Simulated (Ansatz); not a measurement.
# NO2 (nitrogen dioxide): levels of theory compared

We compute a comparison of 6 runs (UHF/STO-3G, UPBE/STO-3G, RPA@PBE/STO-3G, UCCSDT(Q)/STO-3G, UCCSDTQ/STO-3G, UCCSD/STO-3G) of NO2 (nitrogen dioxide). 

The calculation is run with Ansatz 0.2.0.

45 further runs of the same task are left out: 11 that didn't finish, 34 set aside as unsound or not needed.

## Step 1: The molecule

NO2: 3 atoms, total charge 0, spin state doublet. As SMILES, `[O]N=O`. The O3–N2 distance was set to 1.478 Å, away from the relaxed value.

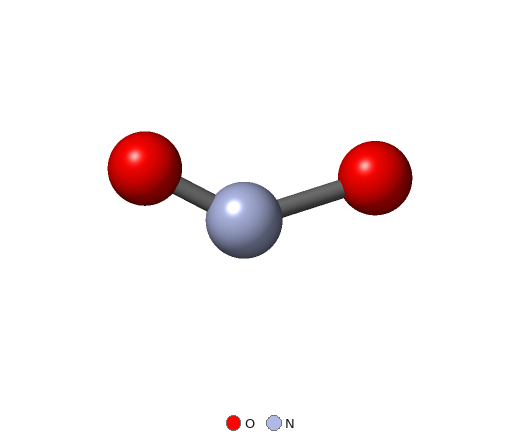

Viewed from a chosen angle; oxygen red, nitrogen light blue.

## Step 2: The energy at UHF/STO-3G (run 1)

Contents of in.yaml:

```yaml
basis:
  gaussian:
    orbitals: STO-3G
crystal:
  periodic: [false, false, false]
  atoms:
    - {symbol: O, position_ang: [0.129469, -1.357296, -0.072171]}
    - {symbol: N, position_ang: [-0.345761, -0.284216, -0.218681]}
    - {symbol: O, position_ang: [0.055690, 1.091300, 0.145270]}
magnetization:
  spin_polarized: true
  initial_magnetization: 1
hamiltonian:
  xc: hf
accuracy: high
```

Started as:

```console
ansatz run in.yaml --threads 1 --pin off --max-ram 3480MiB --events-out events.jsonl --progress --plain --runs-dir runs
```

The log of the run:

```text
Warning: RAYON_NUM_THREADS=1 ignored (pool sized by the plan → 1); use --threads N
Functional definition: HF
  name "HF"
  exchange = exact_x
  correlation = 0
250 factors; integrals over basis functions are off by at most 4.8e-8 eV
mean field evaluation 1: about -5469.8063 eV, gradient 2.9e1 eV
mean field evaluation 2: about -5469.9147 eV, gradient 2.9e1 eV
mean field evaluation 4: about -5475.6036 eV, gradient 7.9e0 eV
mean field evaluation 8: about -5476.5401 eV, gradient 1.2e0 eV
mean field evaluation 16: about -5477.4398 eV, gradient 1.3e-1 eV
mean field evaluation 32: about -5477.4468 eV, gradient 1.1e-6 eV
mean field evaluation 64: about -5477.4368 eV, gradient 4.9e-2 eV
mean field evaluation 96: about -5477.4066 eV, gradient 1.7e-1 eV
mean field evaluation 128: about -5477.4364 eV, gradient 2.0e-1 eV
mean field evaluation 160: about -5476.1313 eV, gradient 2.7e0 eV
mean field evaluation 192: about -5477.3898 eV, gradient 3.2e-1 eV
mean field evaluation 224: about -5475.0634 eV, gradient 7.5e0 eV
mean field evaluation 256: about -5476.6278 eV, gradient 6.2e-1 eV
mean field evaluation 288: about -5476.5608 eV, gradient 2.9e0 eV
mean field evaluation 320: about -5477.3565 eV, gradient 5.2e-1 eV
mean field evaluation 352: about -5474.9283 eV, gradient 2.5e0 eV
mean field evaluation 384: about -5476.2630 eV, gradient 1.4e0 eV
mean field -5477.44675533 eV, -201.2924555117 hartree, gradient 6.5e-8 eV, S^2 1.217666; 8 other end points of the search recorded, 0 dependent functions left out
reference -5477.44675533 eV, -201.2924555117 hartree; 12, 11 occupied and 3, 4 virtual orbitals, 250 factors
Total energy: -5477.44675533 eV, -201.2924555117 hartree
```

Wall time 0.51 s (1 thread of Arm Neoverse V1, shared host).

## Step 3: A single-point energy at UPBE/STO-3G (run 2)

Contents of in.yaml:

```yaml
basis:
  gaussian:
    orbitals: STO-3G
crystal:
  periodic: [false, false, false]
  atoms:
    - symbol: O
      position_ang: [0.129469, -1.357296, -0.072171]
    - symbol: "N"
      position_ang: [-0.345761, -0.284216, -0.218681]
    - symbol: O
      position_ang: [0.055690, 1.091300, 0.145270]
magnetization:
  spin_polarized: true
  initial_magnetization: 1
hamiltonian:
  xc: {name: PBE}
accuracy: high
```

Started as:

```console
ansatz run in.yaml --threads 1 --pin off --max-ram 3480MiB --events-out events.jsonl --progress --plain --runs-dir runs
```

The log of the run:

```text
Warning: RAYON_NUM_THREADS=1 ignored (pool sized by the plan → 1); use --threads N
Functional definition: PBE
  name "PBE"
  parameter kappa = 0.804
  parameter beta = 0.06672455060314922
  exchange = pbe_x(kappa = kappa, mu = beta*pi^2/3)
  correlation = pbe_c(beta = beta)
250 factors; integrals over basis functions are off by at most 4.8e-8 eV
mean field evaluation 1: about -5495.0662 eV, gradient 2.3e1 eV
mean field evaluation 2: about -5404.9985 eV, gradient 9.9e1 eV
mean field evaluation 4: about -5497.6052 eV, gradient 1.5e1 eV
mean field evaluation 8: about -5498.8492 eV, gradient 4.0e-1 eV
mean field evaluation 16: about -5498.7911 eV, gradient 6.2e-5 eV
mean field -5498.79105477 eV, -202.0768440485 hartree, gradient 1.8e-8 eV, S^2 0.755148; 0 other end points of the search recorded, 0 dependent functions left out
reference -5498.79105554 eV, -202.0768440768 hartree; 12, 11 occupied and 3, 4 virtual orbitals, 250 factors
Total energy: -5498.79105554 eV, -202.0768440768 hartree
```

Run time: 1.2 s. Hardware: 1 thread of Arm Neoverse V1, shared host; peak memory 0.1 GiB.

Runs 3 to 4 aren't shown in full; the table further down has their settings and results.

## Step 4: A single-point energy at UCCSDTQ/STO-3G (run 5)

Contents of molecule.yaml:

```yaml
crystal:
  periodic: [false, false, false]
  atoms:
    - {symbol: O, position_ang: [0.129469, -1.357296, -0.072171]}
    - {symbol: N, position_ang: [-0.345761, -0.284216, -0.218681]}
    - {symbol: O, position_ang: [0.055690, 1.091300, 0.145270]}
basis:
  gaussian: {orbitals: STO-3G}
magnetization: {spin_polarized: true, initial_magnetization: 1}
correlation: {method: ccsdtq, frozen_orbitals: {"N": 1, O: 1}}
accuracy: high
scf: {omitted_lower_state_checks: [cluster_reference, increment]}
```

Started as:

```console
ansatz run molecule.yaml --threads 1 --pin off --max-ram 3480MiB --events-out events.jsonl --progress --plain --runs-dir runs
```

The log of the run:

```text
Warning: RAYON_NUM_THREADS=1 ignored (pool sized by the plan → 1); use --threads N
[... 20 lines left out ...]
3 core orbitals not correlated: weight in the atoms' cores, before any rotation towards them, 1.000 or more for the frozen orbitals, at most 0.000 for the correlated occupied ones
[... 73 lines left out ...]
Total energy: -5483.11866710 eV, -201.5008944245 hartree
Checks for a lower state left out: cluster_reference, increment
```

Run time: 89 s. Hardware: 1 thread of Arm Neoverse V1, shared host; peak memory 0.5 GiB.

## Step 5: A single-point energy at UCCSD/STO-3G (run 6)

Contents of in.yaml:

```yaml
crystal:
  periodic: [false, false, false]
  atoms:
    - {symbol: O, position_ang: [0.129469, -1.357296, -0.072171]}
    - {symbol: N, position_ang: [-0.345761, -0.284216, -0.218681]}
    - {symbol: O, position_ang: [0.055690, 1.091300, 0.145270]}
basis:
  gaussian:
    orbitals: STO-3G
magnetization:
  spin_polarized: true
  initial_magnetization: 1
correlation:
  method: ccsd
  frozen_orbitals: {"N": 1, O: 1}
accuracy: high
scf:
  omitted_lower_state_checks: [cluster_reference, increment]
```

Started as:

```console
ansatz run in.yaml --threads 1 --pin off --max-ram 3480MiB --events-out events.jsonl --progress --plain --runs-dir runs
```

The log of the run:

```text
Warning: RAYON_NUM_THREADS=1 ignored (pool sized by the plan → 1); use --threads N
[... 20 lines left out ...]
3 core orbitals not correlated: weight in the atoms' cores, before any rotation towards them, 1.000 or more for the frozen orbitals, at most 0.000 for the correlated occupied ones
[... 53 lines left out ...]
Total energy: -5482.53654295 eV, -201.4795017565 hartree
Checks for a lower state left out: cluster_reference, increment
```

Run time: 0.95 s. Hardware: 1 thread of Arm Neoverse V1, shared host.

## Step 6: Overview of the runs

```csv
run,level,frozen core orbitals,energy (Eh),⟨S²⟩,wall time
1,UHF/STO-3G,–,-201.292456,1.218,0.51 s
2,UPBE/STO-3G,–,-202.076844,0.755,1.2 s
3,RPA@PBE/STO-3G,3,-201.590798,0.755,1.4 s
4,UCCSDT(Q)/STO-3G,3,-201.503464,1.218,1.8 s
5,UCCSDTQ/STO-3G,3,-201.500894,1.218,89 s
6,UCCSD/STO-3G,3,-201.479502,1.218,0.95 s
```

## Step 7: Results

| quantity | value |
| --- | --- |
| run 6: total energy | -201.47950 Eh |
| run 6: correlation energy (3 core orbitals frozen) | -187.0 mEh |
| run 6: ⟨S²⟩ of the reference determinant | 1.218 |
| run 6: T1 diagnostic | 0.096 |

Below the UHF energy at the same shape and in the same basis (STO-3G): UCCSDT(Q) -211.0 mEh; UCCSDTQ -208.4 mEh; UCCSD -187.0 mEh. In runs 1, 2, 3, 4, 5, 6 the basis is minimal, so the values are rough. Spin contamination of the reference: run 1 ⟨S²⟩ = 1.22, run 4 ⟨S²⟩ = 1.22, run 5 ⟨S²⟩ = 1.22, run 6 ⟨S²⟩ = 1.22. All runs together took 95 s, the longest 89 s.
